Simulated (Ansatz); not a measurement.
TlAgS2 (space group P-4m2, No. 115). Coordinates: the end point of a relaxation with DFT, PBE, plane waves, PAW (Ansatz); the starting structure was generated, so it need not be a known form of this composition.

Space group P-4m2 (No. 115). a = 4.203 Å, b = 4.203 Å, c = 5.993 Å, α = 90.00°, β = 90.00°, γ = 90.00°
```tsv
atom	site	symmetry	x	y	z
Ag	1a	-4m2	0.0000	0.0000	0.0000
S	2g	2mm.	0.0000	0.5000	0.2409
Tl	1c	-4m2	0.5000	0.5000	0.5000
```

Describe how the polyhedra about Ag and Tl are linked (bonds: Ag–S below 2.9 Å and S–Tl below 2.9 Å).

Ag: AgS4 tetrahedron, sharing corners with twelve neighbours; Tl: TlS4 tetrahedron, sharing corners with twelve neighbours.

They form a three-dimensional framework of corner-sharing tetrahedra.

Centre to centre across a shared corner: 4.20 to 4.22 Å.

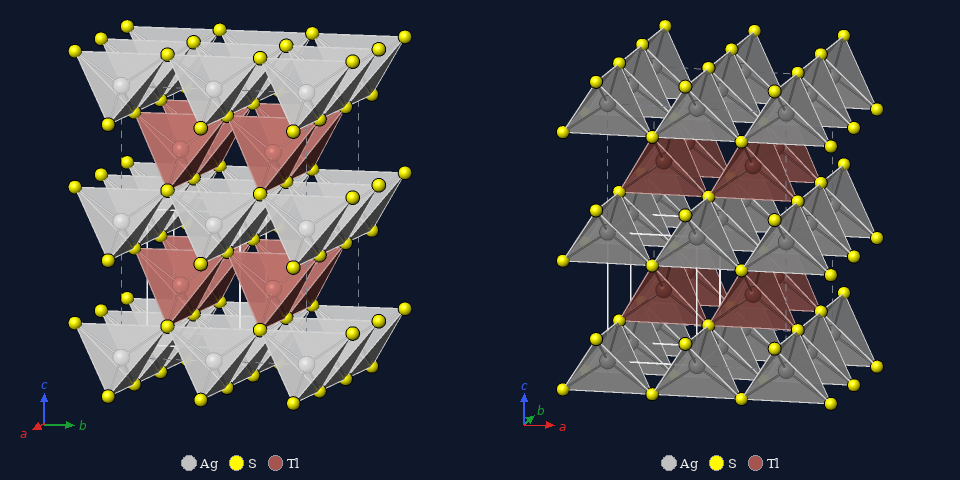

Polyhedra are drawn about Ag and Tl (bonds: Ag–S below 2.9 Å and S–Tl below 2.9 Å); other atoms are plain spheres. Two views of the same piece.
